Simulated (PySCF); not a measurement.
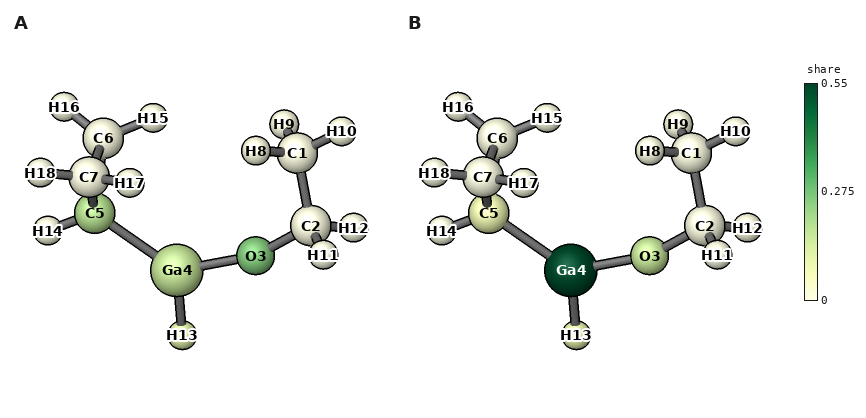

Each panel colours the atoms by their Löwdin share in one orbital (up to four of the largest shares; other atoms are shown as zero). Computed geometry: GFN2-xTB optimisation. No frequency run is at hand to confirm it as a minimum. Level of theory: ωB97X-D/def2-SVPD (PySCF 2.14.0).

### The panels show the HOMO, LUMO, in some order. Which is which?

A: HOMO, −8.88 eV; O3 0.26, C5 0.19, Ga4 0.16, H13 0.11
B: LUMO, 1.04 eV; Ga4 0.54, O3 0.16, H13 0.10, C5 0.08

The geometry is semi-empirical. Around Ga such bond lengths and angles can be off by a tenth of an ångström or more and by several degrees, and values that hang on the shape move with them.
